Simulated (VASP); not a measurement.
# A VASP study of CdSnSe2 (r2SCAN + D4): structure first, properties next, part 2 of 5

What structure does CdSnSe2 take at this level, and what are its properties? The cell is invented: it takes the structure of a Materials Project entry for SnPbSe2 (space group 166 there), with some of its atoms replaced by other elements, volume scaled by an estimate. It may not be a known or stable phase.

VASP 6.6.1, plane waves and PAW; the level of theory is named at each step.

So far, gap on the k-mesh (eV): step 2 (rough relaxation of the start cell) 0.530.

## Step 3: Relaxing cell and atoms (r2SCAN + D4)

Level of this step: r2SCAN with D4; plane waves and PAW (Sn_d, Cd, Se); invented cell (VASP).

Properties are meant for the cell that this level of theory prefers, so cell and atoms are relaxed first (ISIF = 3) until forces and stress are small; EDIFFG sets the threshold.

File INCAR:

```
SYSTEM = CdSnSe2
PREC = Accurate
ENCUT = 400
EDIFF = 1E-06
NELM = 100
ISMEAR = -1
SIGMA = 0.05
LREAL = .FALSE.
ALGO = Normal
METAGGA = R2SCAN
IVDW = 13
VDW_S6 = 1
VDW_S8 = 0.6018749
VDW_A1 = 0.51559235
VDW_A2 = 5.77342911
LASPH = .TRUE.
NBANDS = 25
LORBIT = 11
LWAVE = .FALSE.
LCHARG = .FALSE.
KPAR = 2
IBRION = 2
NSW = 60
ISIF = 3
EDIFFG = -0.01
```

File POSCAR:

```
CdSnSe2
1.0
    2.0819458608      1.2020123740      6.6310145821
   -2.0819458608      1.2020123740      6.6310145821
    0.0000000000     -2.4040237911      6.6310145882
Sn Cd Se
1 1 2
Direct
    0.5000000000      0.5000000000      0.5000000000
    0.0000000000      0.0000000000      0.0000000000
    0.7443651324      0.7443651324      0.7443651324
    0.2556348676      0.2556348676      0.2556348676
```

File KPOINTS:

```
Automatic mesh
0
Gamma
6 6 6
0 0 0
```

PAW data sets: Sn_d, Cd and Se (PBE family, release 64).

On the command line:

```bash
$ mpirun -np 2 vasp_std
```

Output:

```text
[banner, memory and clock lines left out]
running    2 mpi-ranks, on    1 nodes
 distrk:  each k-point on    1 cores,    2 groups
 distr:  one band on    1 cores,    1 groups

 POSCAR found type information on POSCAR SnCdSe
 POSCAR found :  3 types and       4 ions
 [... a notice as in an earlier step ...]

 LDA part: xc-table for (None), standard interpolation
 POSCAR, INCAR and KPOINTS ok, starting setup
 FFT: planning ... GRIDC
 FFT: planning ... GRID_SOFT
 FFT: planning ... GRID
 WAVECAR not read
 entering main loop
       N       E                     dE             d eps       ncg     rms          rms(c)
DAV:   1     0.233555969508E+03    0.23356E+03   -0.16363E+04  1635   0.150E+03
DAV:   2    -0.514965389841E+02   -0.28505E+03   -0.27737E+03  1641   0.411E+02
DAV:   3    -0.828556541849E+02   -0.31359E+02   -0.30913E+02  2054   0.129E+02
DAV:   4    -0.837647792921E+02   -0.90913E+00   -0.90799E+00  1749   0.228E+01
DAV:   5    -0.837829284465E+02   -0.18149E-01   -0.18147E-01  2138   0.350E+00    0.628E+00
DAV:   6    -0.755140743301E+02    0.82689E+01   -0.47332E+00  1757   0.267E+01    0.790E+00
DAV:   7    -0.754877924744E+02    0.26282E-01   -0.41705E-01  1873   0.475E+00    0.514E+00
DAV:   8    -0.755049459315E+02   -0.17153E-01   -0.13683E-01  1814   0.332E+00    0.136E+00
DAV:   9    -0.755132086305E+02   -0.82627E-02   -0.26929E-02  1944   0.116E+00    0.245E-01
DAV:  10    -0.755128151162E+02    0.39351E-03   -0.52903E-03  1685   0.622E-01    0.165E-01
DAV:  11    -0.755128509823E+02   -0.35866E-04   -0.55631E-04  1818   0.266E-01    0.375E-02
DAV:  12    -0.755128757103E+02   -0.24728E-04   -0.42902E-05  1866   0.576E-02    0.206E-02
DAV:  13    -0.755128785351E+02   -0.28249E-05   -0.11656E-05  1757   0.274E-02    0.484E-03
DAV:  14    -0.755128787850E+02   -0.24985E-06   -0.64083E-07  1068   0.802E-03
   1 F= -.76064657E+02 E0= -.76063983E+02  d E =-.760647E+02
 curvature:   0.00 expect dE= 0.000E+00 dE for cont linesearch  0.000E+00
 trial: gam= 0.00000 g(F)=  0.334E-04 g(S)=  0.738E-03 ort = 0.000E+00 (trialstep = 0.100E+01)
 search vector abs. value=  0.771E-03
 bond charge predicted
       N       E                     dE             d eps       ncg     rms          rms(c)
DAV:   1    -0.755149806502E+02   -0.21021E-02   -0.10969E-01  1935   0.321E+00    0.390E-01
DAV:   2    -0.755125944812E+02    0.23862E-02   -0.65931E-03  1918   0.988E-01    0.170E-01
DAV:   3    -0.755121184466E+02    0.47603E-03   -0.81029E-04  1977   0.326E-01    0.107E-01
DAV:   4    -0.755120243024E+02    0.94144E-04   -0.17075E-04  2421   0.161E-01    0.180E-02
DAV:   5    -0.755120264446E+02   -0.21422E-05   -0.24781E-05  2304   0.418E-02    0.770E-03
DAV:   6    -0.755120269642E+02   -0.51958E-06   -0.17574E-06  1050   0.118E-02
   2 F= -.76065231E+02 E0= -.76064520E+02  d E =-.573713E-03
[...]
3 F= -.76065313E+02 E0= -.76064588E+02  d E =-.656244E-03
[...]
4 F= -.76065585E+02 E0= -.76064870E+02  d E =-.271928E-03
[...]
5 F= -.76065500E+02 E0= -.76064791E+02  d E =-.186770E-03
 curvature:  -0.36 expect dE=-0.297E-04 dE for cont linesearch -0.583E-05
 ZBRENT: interpolating
 opt :   1.5293  next Energy=   -76.065517 (dE=-0.204E-03)
 bond charge predicted
       N       E                     dE             d eps       ncg     rms          rms(c)
DAV:   1    -0.755133941692E+02    0.14132E-04   -0.87411E-03  1783   0.814E-01    0.985E-02
DAV:   2    -0.755132404955E+02    0.15367E-03   -0.40672E-04  1899   0.249E-01    0.470E-02
DAV:   3    -0.755132055247E+02    0.34971E-04   -0.54750E-05  1972   0.883E-02    0.277E-02
DAV:   4    -0.755132003593E+02    0.51655E-05   -0.11528E-05  2328   0.455E-02    0.500E-03
DAV:   5    -0.755132008488E+02   -0.48949E-06   -0.23398E-06  1123   0.122E-02
   6 F= -.76065614E+02 E0= -.76064902E+02  d E =-.300296E-03
 curvature:  -1.05 expect dE=-0.262E-04 dE for cont linesearch -0.125E-07
 trial: gam= 0.17780 g(F)=  0.456E-07 g(S)=  0.249E-04 ort = 0.258E-05 (trialstep = 0.117E+01)
 search vector abs. value=  0.435E-04
 reached required accuracy - stopping structural energy minimisation
```

It took 7.3 min on 2 MPI ranks of Intel Xeon 6975P-C (Granite Rapids), shared host; peak memory 0.72 GiB.

From OUTCAR (step 3):

```text
  LATTYP: Found a trigonal (rhomboedric) cell.
 ALAT       =     7.0533457807
 COS(alpha) =     0.8257476895

The static configuration has the point symmetry D_3d.

 Found     32 irreducible k-points:

   k-points           NKPTS =     32   k-points in BZ     NKDIM =     32   number of bands    NBANDS=     25

   dimension x,y,z NGX =    48 NGY =   48 NGZ =   48
   dimension x,y,z NGXF=    96 NGYF=   96 NGZF=   96

   ENCUT  =  400.0 eV  29.40 Ry    5.42 a.u.  11.50 11.50 11.50*2*pi/ulx,y,z

   NELECT =      38.0000    total number of electrons

 E-fermi :   4.6910

 k-point     1 :       0.0000    0.0000    0.0000
  band No.  band energies     occupation
    ...
     15       2.4760      2.00000
     16       2.4760      2.00000
     17       2.4775      2.00000
     18       2.9212      2.00000
     19       2.9212      2.00000
     20       5.8360      0.00000
     21       6.9632      0.00000
     22       6.9632      0.00000
     23       8.0279      0.00000
     24      11.4168      0.00000
    ...

 k-point     2 :       0.1667   -0.0000    0.0000
  band No.  band energies     occupation
    ...
     15       1.3685      2.00000
     16       2.2881      2.00000
     17       2.4754      2.00000
     18       2.5327      2.00000
     19       4.0562      1.99999
     20       5.7098      0.00000
     21       7.0948      0.00000
     22       7.5322      0.00000
     23       8.9278      0.00000
     24      10.1587      0.00000
    ...

  DFT-D4 for vdW energy calculation

  Edisp (eV):   -0.55241

  Total      -0.03170    -0.03170    -0.00755     0.00000    -0.00000     0.00000
  in kB      -0.51069    -0.51069    -0.12159     0.00000    -0.00000     0.00000
  external pressure =       -0.38 kB  Pullay stress =        0.00 kB

  energy-cutoff  :      400.00
  volume of cell :       99.45
      direct lattice vectors                 reciprocal lattice vectors
     2.075127643  1.198075874  6.666654237     0.240949033  0.139111983  0.050000087
    -2.075127643  1.198075874  6.666654237    -0.240949033  0.139111983  0.050000087
     0.000000000 -2.396150790  6.666654243     0.000000000 -0.278223967  0.050000107

 POSITION                                       TOTAL-FORCE (eV/Angst)
 -----------------------------------------------------------------------------------
      0.00000      0.00000      9.99998         0.000000      0.000000      0.000000
      0.00000      0.00000      0.00000         0.000000      0.000000      0.000000
      0.00000      0.00000     14.88988        -0.000000     -0.000000     -0.000688
      0.00000      0.00000      5.11008         0.000000      0.000000      0.000688
 -----------------------------------------------------------------------------------
    total drift:                               -0.000000     -0.000000     -0.000000

  FREE ENERGIE OF THE ION-ELECTRON SYSTEM (eV)
  ---------------------------------------------------
  free  energy   TOTEN  =       -76.0656135762 eV

  energy  without entropy=      -76.0641903239  energy(sigma->0) =      -76.06490195

 total charge
# of ion       s       p       d       tot
------------------------------------------
    1        1.389   0.663   9.992  12.043
    2        0.390   0.233   9.583  10.206
    3        1.462   2.394   0.023   3.879
    4        1.462   2.394   0.023   3.879
--------------------------------------------------
tot          4.702   5.684  19.622  30.007

[... 2 parts as in an earlier step ...]

[... 7 further parts left out ...]
```

Relaxation path:

| step | energy less that of the first step (eV) | largest force (eV/Å) | pressure (GPa) | volume (Å³) |
| --- | --- | --- | --- | --- |
| 1 | 0.0000 | 0.0186 | -0.12 | 99.57 |
| 2 | -0.0006 | 0.0130 | 0.03 | 99.29 |
| 3 | -0.0007 | 0.0108 | 0.13 | 99.18 |
| 4 | -0.0009 | 0.0024 | 0.01 | 99.37 |
| 5 | -0.0008 | 0.0036 | -0.08 | 99.51 |
| 6 | -0.0010 | 0.0007 | -0.04 | 99.45 |

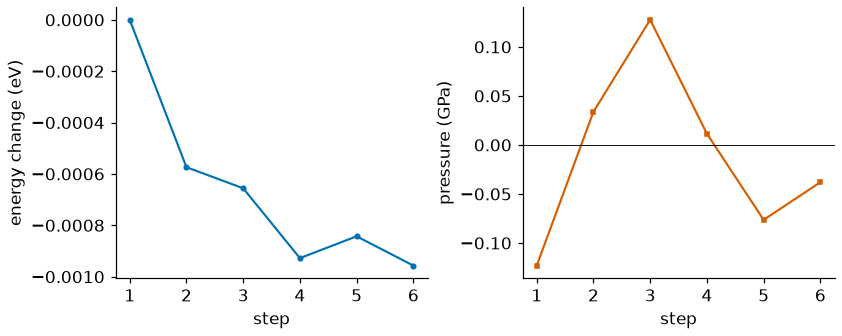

Energy and pressure along the relaxation.

| conventional cell, symmetrised | before | after | change |
| --- | --- | --- | --- |
| a (Å) | 4.164 | 4.150 | -0.3 % |
| b (Å) | 4.164 | 4.150 | -0.3 % |
| c (Å) | 19.893 | 20.000 | +0.5 % |
| volume (Å³/atom) | 24.89 | 24.86 | -0.1 % |

The relaxed structure:

```xyz
4
Lattice="2.0751 1.1981 6.6667 -2.0751 1.1981 6.6667 0.0000 -2.3962 6.6667" Properties=species:S:1:pos:R:3 pbc="T T T"
Sn    0.0000    0.0000   10.0000
Cd    0.0000    0.0000    0.0000
Se    0.0000    0.0000   14.8899
Se    0.0000    0.0000    5.1101
```

Numbers from this step:

```yaml
irreducible_k_points: 32
free_energy_toten: -76.0656 eV
energy_at_zero_smearing: -76.0649 eV
fermi_energy: 4.691 eV
pressure: -0.03810 GPa
valence_top_at_k: 0.5, 0.5, 0.5
conduction_bottom_at_k: 0.5, 0, 0
least_direct_gap_at_k: 0.5, 0.5, 0.5
scf_cycles_over_all_ionic_steps: 42
gap_on_the_k_mesh: 0.1302 eV
least_direct_gap_on_the_k_mesh: 0.6306 eV
```

It ends with a largest force of 0.001 eV/Å and a pressure of -0.04 GPa.

## Step 4: Density, ELF and potential (r2SCAN + D4)

A single point on the relaxed cell gives a clean self-consistent state, with density, ELF and potential written out.

Changes to INCAR since step 3:

```diff
@@ -19,7 +19,5 @@
 LWAVE = .FALSE.
-LCHARG = .FALSE.
-KPAR = 2
-IBRION = 2
-NSW = 60
-ISIF = 3
-EDIFFG = -0.01
+LCHARG = .TRUE.
+ISIF = 2
+LELF = .TRUE.
+LVHAR = .TRUE.
```

File POSCAR:

```
CdSnSe2
1.0
    2.0751276433      1.1980758745      6.6666542373
   -2.0751276433      1.1980758745      6.6666542373
    0.0000000000     -2.3961507900      6.6666542425
Sn Cd Se
1 1 2
Direct
    0.5000000000      0.5000000000      0.5000000000
    0.0000000000      0.0000000000      0.0000000000
    0.7444954559      0.7444954559      0.7444954559
    0.2555045441      0.2555045441      0.2555045441
```

KPOINTS is that of step 3.

On the command line:

```bash
$ mpirun -np 2 vasp_std
```

Output:

```text
[banner, memory and clock lines left out]
running    2 mpi-ranks, on    1 nodes
 distrk:  each k-point on    2 cores,    1 groups
 distr:  one band on    1 cores,    2 groups

 POSCAR found type information on POSCAR SnCdSe
 POSCAR found :  3 types and       4 ions
 [... a notice as in an earlier step ...]

 LDA part: xc-table for (None), standard interpolation
|                                                                             |
|           W    W    AA    RRRRR   N    N  II  N    N   GGGG   !!!           |
|           W    W   A  A   R    R  NN   N  II  NN   N  G    G  !!!           |
|           W    W  A    A  R    R  N N  N  II  N N  N  G       !!!           |
|           W WW W  AAAAAA  RRRRR   N  N N  II  N  N N  G  GGG   !            |
|           WW  WW  A    A  R   R   N   NN  II  N   NN  G    G                |
|           W    W  A    A  R    R  N    N  II  N    N   GGGG   !!!           |
|                                                                             |
|     The number of bands has been changed from the values supplied in        |
|     The orbitals not found in the WAVECAR file will be initialized with     |
|     random numbers, which is usually adequate. For correlated               |
|     calculations, however, you should redo the groundstate calculation.     |
|     I found NBANDS = 25. Now, NBANDS = 26.                                  |
|                                                                             |

 POSCAR, INCAR and KPOINTS ok, starting setup
 FFT: planning ... GRIDC
 FFT: planning ... GRID_SOFT
 FFT: planning ... GRID
 WAVECAR not read
 entering main loop
       N       E                     dE             d eps       ncg     rms          rms(c)
DAV:   1     0.230414124527E+03    0.23041E+03   -0.16483E+04  1710   0.145E+03
DAV:   2    -0.522178156063E+02   -0.28263E+03   -0.27426E+03  1722   0.394E+02
DAV:   3    -0.828601231150E+02   -0.30642E+02   -0.30205E+02  2048   0.123E+02
DAV:   4    -0.837633247505E+02   -0.90320E+00   -0.90107E+00  1924   0.217E+01
DAV:   5    -0.837804747523E+02   -0.17150E-01   -0.17146E-01  2250   0.324E+00    0.629E+00
DAV:   6    -0.755148780387E+02    0.82656E+01   -0.46677E+00  1816   0.257E+01    0.790E+00
DAV:   7    -0.754884750849E+02    0.26403E-01   -0.40097E-01  1930   0.455E+00    0.515E+00
DAV:   8    -0.755050552404E+02   -0.16580E-01   -0.13659E-01  1864   0.320E+00    0.135E+00
DAV:   9    -0.755133628932E+02   -0.83077E-02   -0.24003E-02  1966   0.109E+00    0.229E-01
DAV:  10    -0.755130261514E+02    0.33674E-03   -0.50159E-03  1778   0.589E-01    0.171E-01
DAV:  11    -0.755130526349E+02   -0.26484E-04   -0.59650E-04  1808   0.264E-01    0.402E-02
DAV:  12    -0.755130728522E+02   -0.20217E-04   -0.41886E-05  1976   0.586E-02    0.212E-02
DAV:  13    -0.755130757344E+02   -0.28823E-05   -0.10818E-05  1778   0.261E-02    0.487E-03
DAV:  14    -0.755130759950E+02   -0.26051E-06   -0.66788E-07  1048   0.826E-03
   1 F= -.76065489E+02 E0= -.76064777E+02  d E =-.142361E-02
```

Elapsed: 2.1 min, on 2 MPI ranks; peak memory 0.49 GiB.

OUTCAR, selected parts (step 4):

```text
  LATTYP: Found a trigonal (rhomboedric) cell.
 ALAT       =     7.0841950324
 COS(alpha) =     0.8283915593

The static configuration has the point symmetry D_3d.

 Found     32 irreducible k-points:

   k-points           NKPTS =     32   k-points in BZ     NKDIM =     32   number of bands    NBANDS=     26

   ENCUT  =  400.0 eV  29.40 Ry    5.42 a.u.  11.55 11.55 11.55*2*pi/ulx,y,z

   NELECT =      38.0000    total number of electrons

 E-fermi :   4.6909

 k-point     1 :       0.0000    0.0000    0.0000
  band No.  band energies     occupation
    ...
     15       2.4759      2.00000
     16       2.4759      2.00000
     17       2.4773      2.00000
     18       2.9211      2.00000
     19       2.9211      2.00000
     20       5.8360      0.00000
     21       6.9631      0.00000
     22       6.9631      0.00000
     23       8.0277      0.00000
     24      11.4167      0.00000
    ...

 k-point     2 :       0.1667    0.0000    0.0000
  band No.  band energies     occupation
    ...
     15       1.3684      2.00000
     16       2.2880      2.00000
     17       2.4752      2.00000
     18       2.5326      2.00000
     19       4.0560      1.99999
     20       5.7097      0.00000
     21       7.0947      0.00000
     22       7.5322      0.00000
     23       8.9277      0.00000
     24      10.1587      0.00000
    ...

  DFT-D4 for vdW energy calculation

  Edisp (eV):   -0.55241

  Total      -0.02628    -0.02628     0.00804     0.00000     0.00000     0.00000
  in kB      -0.42343    -0.42343     0.12945     0.00000     0.00000     0.00000
  external pressure =       -0.24 kB  Pullay stress =        0.00 kB

  energy-cutoff  :      400.00
  volume of cell :       99.45
      direct lattice vectors                 reciprocal lattice vectors
     2.075127643  1.198075874  6.666654237     0.240949033  0.139111983  0.050000087
    -2.075127643  1.198075874  6.666654237    -0.240949033  0.139111983  0.050000087
     0.000000000 -2.396150790  6.666654242     0.000000000 -0.278223967  0.050000107

 POSITION                                       TOTAL-FORCE (eV/Angst)
 -----------------------------------------------------------------------------------
      0.00000      0.00000      9.99998         0.000000     -0.000000      0.000000
      0.00000      0.00000      0.00000        -0.000000     -0.000000      0.000000
      0.00000      0.00000     14.88988        -0.000000     -0.000000     -0.000813
      0.00000      0.00000      5.11008        -0.000000      0.000000      0.000813
 -----------------------------------------------------------------------------------
    total drift:                                0.000000      0.000000     -0.000000

  FREE ENERGIE OF THE ION-ELECTRON SYSTEM (eV)
  ---------------------------------------------------
  free  energy   TOTEN  =       -76.0654887224 eV

  energy  without entropy=      -76.0640651173  energy(sigma->0) =      -76.06477692

 total charge
# of ion       s       p       d       tot
------------------------------------------
    1        1.388   0.663   9.992  12.043
    2        0.390   0.233   9.583  10.206
    3        1.462   2.394   0.023   3.879
    4        1.462   2.394   0.023   3.879
--------------------------------------------------
tot          4.702   5.684  19.621  30.007

[... 2 parts as in an earlier step ...]

[... 7 further parts left out ...]
```

Numbers from this step:

| Item | Value |
| --- | --- |
| SCF cycles | 14 |
| bands | 26 |
| free energy (TOTEN) | -76.0655 eV |
| energy at zero smearing | -76.0648 eV |
| pressure | -0.02391 GPa |
| least direct gap on the k-mesh | 0.6305 eV |

Valence electrons inside each PAW sphere by angular momentum. Sphere charges, by row:

| atom | s (e) | p (e) | d (e) | tot (e) |
| --- | --- | --- | --- | --- |
| Sn1 | 1.388 | 0.663 | 9.992 | 12.04 |
| Cd2 | 0.39 | 0.233 | 9.583 | 10.21 |
| Se3 | 1.462 | 2.394 | 0.023 | 3.879 |
| Se4 | 1.462 | 2.394 | 0.023 | 3.879 |

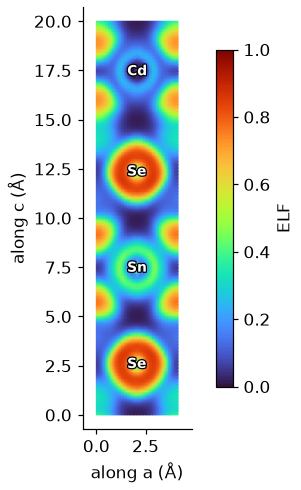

ELF in the ac plane of the conventional cell at fractional y = 0.000, with atoms of Sn and Cd and Se within 0.2 Å of it. It is the smooth field of the valence electrons, not physical close to the nuclei. The map starts off the cell's origin, so that atoms lie inside it.

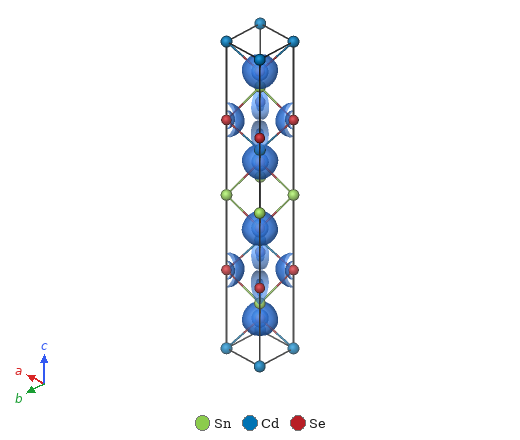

Surface of ELF = 0.79. Bonds to atoms that aren't drawn are left out.

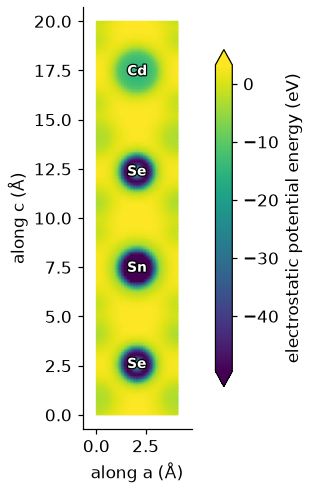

Electrostatic potential energy in the ac plane of the conventional cell at fractional y = 0.000, with atoms of Sn and Cd and Se within 0.2 Å of it. With pseudopotentials it is smooth inside the atoms' cores, unlike the true potential. The map starts off the cell's origin, so that atoms lie inside it.

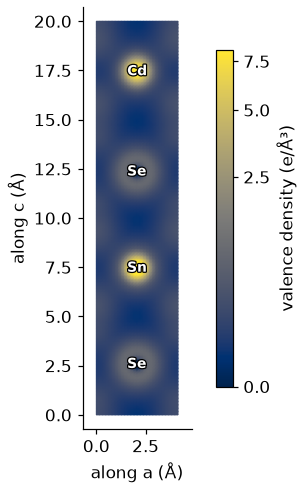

Valence density in the ac plane of the conventional cell at fractional y = 0.000, with atoms of Sn and Cd and Se within 0.2 Å of it. It is the smooth field of the valence electrons, not physical close to the nuclei. The map starts off the cell's origin, so that atoms lie inside it. The colour scale is stretched toward low values.

In this run the pressure is -0.02 GPa, small enough to go on.

[end of part 2 of 5]

[Lines on the potential files, build, host, timing and source positions are cut from VASP's logs without a mark.]

[Logs are printed without paths, hosts, clocks, repeated set-up lines and the standing remarks that a program may print on its own settings, such as how far it seeks lower states.]

[Hosts, paths, dates, database ids (printed as entryN), source tags and the programs' standing remarks are cut or masked in the printed files.]

[A measured line is paired with the nearest computed mode of its activity, which favours agreement.]

[In band tables of VASP the shares of atoms and orbitals are scaled to a sum of 1 inside the atoms' spheres.]
